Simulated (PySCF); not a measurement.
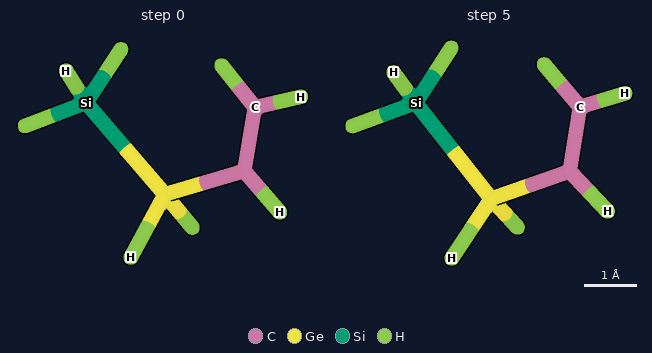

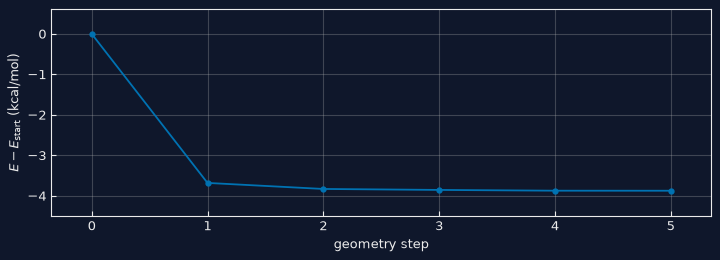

First and last geometry of a relaxation of C2H8GeSi, with the history of the run. Style: stick. Shown at a tilt.

The start comes from GFN2-xTB. Its atoms were then displaced at random by about 0.01 Å.

These are results of PBE0-D3(BJ)/def2-SVP geometry optimisation, gas phase in PySCF, not measurements. 

Read the history and describe the run.

Answer. It converged. The largest moves after the best rigid fit, 0.100 Å, are those of H atoms. By element the largest moves are H 0.100 Å, Ge 0.085 Å, Si 0.084 Å, C 0.041 Å. Among the contacts that change: H–Si 1.426 → 1.495 Å, C–H 1.053 → 1.096 Å, Ge–H 1.515 → 1.545 Å, H–Si 1.467 → 1.496 Å. Bond angles that change, for instance: H–Ge–H 100.7° → 106.9°, C–Ge–Si 115.5° → 110.5°, C–Ge–H 105.5° → 109.5°. The energy falls by 3.87 kcal/mol in 5 geometry steps.
